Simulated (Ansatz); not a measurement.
# triplet C2H2Cl2Sn at 6 levels

Wanted: a comparison of 6 runs (UHF/STO-3G, UBLYP/def2-SVP, UCAM-B3LYP/def2-SVP, UPBE/def2-SVP, UPBE0/def2-SVP, RPA@PBE/def2-SVP) of triplet C2H2Cl2Sn. 

The calculation is run with Ansatz 0.2.0.

49 further runs of the same task are left out: 7 that didn't finish, 42 set aside as unsound or not needed.

## Step 1: Starting point

C2H2Cl2Sn: 7 atoms, total charge 0, spin state triplet. As SMILES of the parent species, `C#[C][SnH]([Cl])[Cl]`. The coordinates come from a PBE0-D4/def2-TZVP relaxation. That shape belongs to the parent species and isn't relaxed for this state.

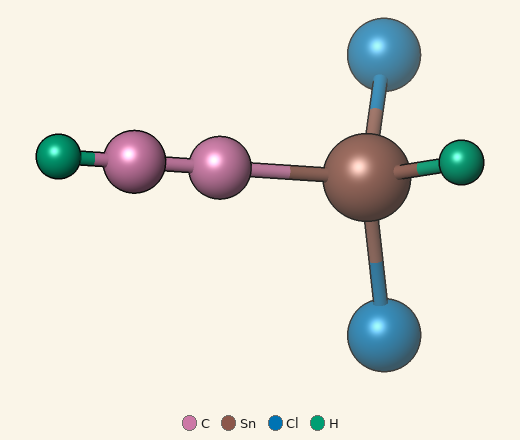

The structure, seen from a chosen angle (carbon pink, tin brown, chlorine blue, hydrogen teal).

## Step 2: The energy at UHF/STO-3G (run 1)

The input, in.yaml:

```yaml
basis:
  gaussian:
    orbitals: STO-3G
crystal:
  periodic: [false, false, false]
  atoms:
    - {symbol: C, position_ang: [-1.668000, 1.349700, 0.386500]}
    - {symbol: C, position_ang: [-0.744900, 0.592400, 0.224500]}
    - {symbol: Sn, position_ang: [0.833800, -0.704500, -0.025300]}
    - {symbol: Cl, position_ang: [0.163900, -2.365900, -1.482000]}
    - {symbol: Cl, position_ang: [2.540200, 0.448400, -1.069500]}
    - {symbol: H, position_ang: [-2.485300, 2.020900, 0.525300]}
    - {symbol: H, position_ang: [1.421600, -1.409000, 1.394900]}
total_charge: 0
magnetization:
  spin_polarized: true
  initial_magnetization: 2
hamiltonian:
  xc: hf
accuracy: high
output:
  orbitals: {seedname: orbitals}
```

Started as:

```console
$ ansatz run in.yaml --threads 1 --pin off --max-ram 3480MiB --events-out events.jsonl --progress --plain --runs-dir runs
```

Standard output:

```text
Warning: RAYON_NUM_THREADS=1 ignored (pool sized by the plan → 1); use --threads N
Functional definition: HF
  name "HF"
  exchange = exact_x
  correlation = 0
1117 factors; integrals over basis functions are off by at most 6.6e-9 eV
mean field evaluation 1: about -189067.8561 eV, gradient 1.4e1 eV
mean field evaluation 2: about -189068.0027 eV, gradient 1.4e1 eV
mean field evaluation 4: about -189072.6447 eV, gradient 4.0e0 eV
mean field evaluation 8: about -189073.3543 eV, gradient 1.9e-1 eV
mean field evaluation 16: about -189073.3488 eV, gradient 2.5e-2 eV
mean field evaluation 32: about -189073.4304 eV, gradient 1.3e-2 eV
mean field evaluation 64: about -189073.4096 eV, gradient 5.0e-2 eV
mean field evaluation 96: about -189073.3861 eV, gradient 4.9e-2 eV
mean field evaluation 128: about -189073.4065 eV, gradient 3.6e-1 eV
mean field evaluation 160: about -189073.0187 eV, gradient 4.1e0 eV
mean field evaluation 192: about -189067.7646 eV, gradient 7.9e0 eV
mean field evaluation 224: about -189073.3489 eV, gradient 5.4e-4 eV
mean field -189073.43039515 eV, -6948.3204084475 hartree, gradient 6.7e-8 eV, S^2 2.021545; 4 other end points of the search recorded, 0 dependent functions left out
reference -189073.43039515 eV, -6948.3204084475 hartree; 50, 48 occupied and 7, 9 virtual orbitals, 1117 factors
Total energy: -189073.43039515 eV, -6948.3204084475 hartree
```

It took 16 s on 1 thread of Arm Neoverse V1, shared host; peak memory 0.26 GiB.

## Step 3: A single-point energy at UBLYP/def2-SVP (core potential) (run 2)

The input, job.yaml:

```yaml
crystal:
  periodic: [false, false, false]
  atoms:
    - {symbol: C, position_ang: [-1.668000, 1.349700, 0.386500]}
    - {symbol: C, position_ang: [-0.744900, 0.592400, 0.224500]}
    - {symbol: Sn, position_ang: [0.833800, -0.704500, -0.025300]}
    - {symbol: Cl, position_ang: [0.163900, -2.365900, -1.482000]}
    - {symbol: Cl, position_ang: [2.540200, 0.448400, -1.069500]}
    - {symbol: H, position_ang: [-2.485300, 2.020900, 0.525300]}
    - {symbol: H, position_ang: [1.421600, -1.409000, 1.394900]}
basis:
  gaussian: {orbitals: def2-SVP}
magnetization: {spin_polarized: true, initial_magnetization: 2}
hamiltonian: {xc: {name: BLYP}}
accuracy: high
output: {orbitals: {seedname: orbitals}}
```

Started as:

```console
$ ansatz run job.yaml --threads 1 --pin off --max-ram 3480MiB --events-out events.jsonl --progress --plain --runs-dir runs
```

Standard output, cut to the lines that bear on the results:

```text
Warning: RAYON_NUM_THREADS=1 ignored (pool sized by the plan → 1); use --threads N
Functional definition: BLYP
  name "BLYP"
[...]
2157 factors; integrals over basis functions are off by at most 3.3e-8 eV
[...]
mean field -32965.91862727 eV, -1211.4751644498 hartree, gradient 2.2e-8 eV, S^2 2.004062; 10 other end points of the search recorded, 0 dependent functions left out
reference -32965.91868726 eV, -1211.4751666545 hartree; 36, 34 occupied and 64, 66 virtual orbitals, 2157 factors
Total energy: -32965.91868726 eV, -1211.4751666545 hartree
```

It took 99 s on 1 thread of Arm Neoverse V1, shared host; peak memory 0.37 GiB.

Runs 3 to 5 aren't shown in full; the table further down has their settings and results.

## Step 4: The energy at RPA@PBE/def2-SVP (core potential) (run 6)

Edit in.yaml of step 2 so:

```diff
@@ -1,4 +1 @@
-basis:
-  gaussian:
-    orbitals: STO-3G
 crystal:
@@ -13,10 +10,7 @@
     - {symbol: H, position_ang: [1.421600, -1.409000, 1.394900]}
-total_charge: 0
-magnetization:
-  spin_polarized: true
-  initial_magnetization: 2
-hamiltonian:
-  xc: hf
+basis:
+  gaussian: {orbitals: def2-SVP}
+magnetization: {spin_polarized: true, initial_magnetization: 2}
+hamiltonian: {xc: pbe}
+correlation: {method: rpa, frozen_orbitals: {C: 1, Cl: 5, H: 0, Sn: 4}}
 accuracy: high
-output:
-  orbitals: {seedname: orbitals}
```

Started as:

```console
$ ansatz run in.yaml --threads 1 --pin off --max-ram 3480MiB --events-out events.jsonl --progress --plain --runs-dir runs
```

Standard output, cut to the lines that bear on the results:

```text
Warning: RAYON_NUM_THREADS=1 ignored (pool sized by the plan → 1); use --threads N
Functional definition: PBE
  name "PBE"
[...]
2157 factors; integrals over basis functions are off by at most 3.3e-8 eV
[...]
mean field -32955.42267698 eV, -1211.0894453912 hartree, gradient 4.8e-8 eV, S^2 2.004378; 11 other end points of the search recorded, 0 dependent functions left out
16 core orbitals not correlated: weight in the atoms' cores, before any rotation towards them, 1.000 or more for the frozen orbitals, at most 0.000 for the correlated occupied ones
reference -32889.60078947 eV, -1208.6705356408 hartree; 20, 18 occupied and 64, 66 virtual orbitals, 2157 factors
Total energy: -32916.21542916 eV, -1209.6486056096 hartree
```

It took 2.2 min on 1 thread of Arm Neoverse V1, shared host; peak memory 0.56 GiB.

## Step 5: The series

```csv
run,level,core potential,frozen core orbitals,energy (Eh),HOMO energy (eV),⟨S²⟩,wall time
1,UHF/STO-3G,none,–,-6948.320408,-4.13,2.022,16 s
2,UBLYP/def2-SVP (core potential),def2-SVP,–,-1211.475167,-2.00,2.004,99 s
3,UCAM-B3LYP/def2-SVP (core potential),def2-SVP,–,-1211.532594,-4.98,2.006,56 s
4,UPBE/def2-SVP (core potential),def2-SVP,–,-1211.089446,-2.67,2.004,85 s
5,UPBE0/def2-SVP (core potential),def2-SVP,–,-1211.184896,-3.92,2.007,58 s
6,RPA@PBE/def2-SVP (core potential),def2-SVP,16,-1209.648606,–,2.004,2.2 min
```

## Step 6: Outcome

| quantity | value |
| --- | --- |
| run 6: total energy | -1209.64861 Eh |
| run 6: RPA correlation energy (valence) | -978.1 mEh |
| run 6: ⟨S²⟩ of the reference determinant | 2.004 |

**Reading.** Totals of different functionals can't be ranked against each other. Some runs of one species differ in core potentials or relativity; totals across that change don't compare. In run 1 the basis is minimal, so the values are rough. In run 1 relativity is left out where basis or elements ask for it. All runs together took 7.5 min, the longest 2.2 min.
